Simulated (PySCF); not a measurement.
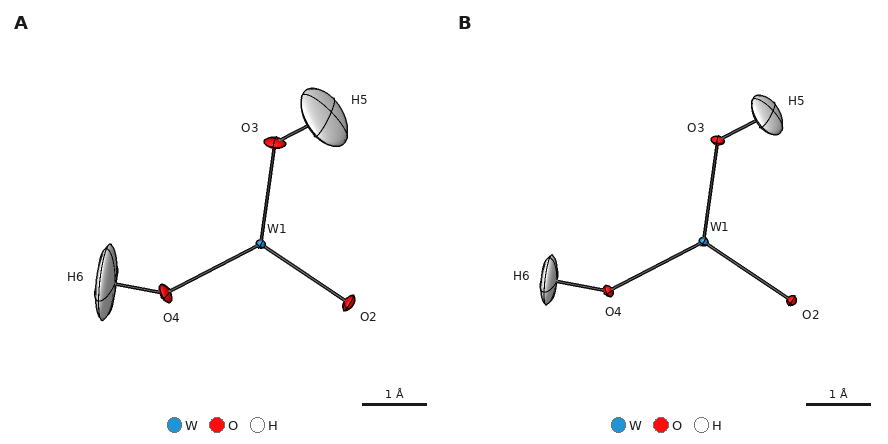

Displacement ellipsoids at the 50 % level, from the internal vibrations of the free molecule (harmonic, no overall translation or rotation; no half-axis is drawn under 0.075 Å). Charge 0, singlet. Vibrations computed with RKS-based PBE0, W def2-TZVP with ECP60, O def2-TZVP, H def2-TZVP; scalar-relativistic core potentials; density fitting (PySCF 2.14.0). One panel is for 200 K, the other for 600 K.

Question: Which panel is for 600 K?

Answer: A.

Question: How much does the mean-square displacement of O3 grow, and why?

Answer: U_eq goes from 0.0032 to 0.0080 Å², a factor of 2.5. Modes below kT (417 cm⁻¹ at 600 K) grow about in proportion to T, and the lowest lies at 133 cm⁻¹; the mean-square amplitude of a mode is its zero-point value times coth(ħω/2kT), which comes close to 1 only above about 3kT.

The search tried a few shapes and spins; others may lie lower.
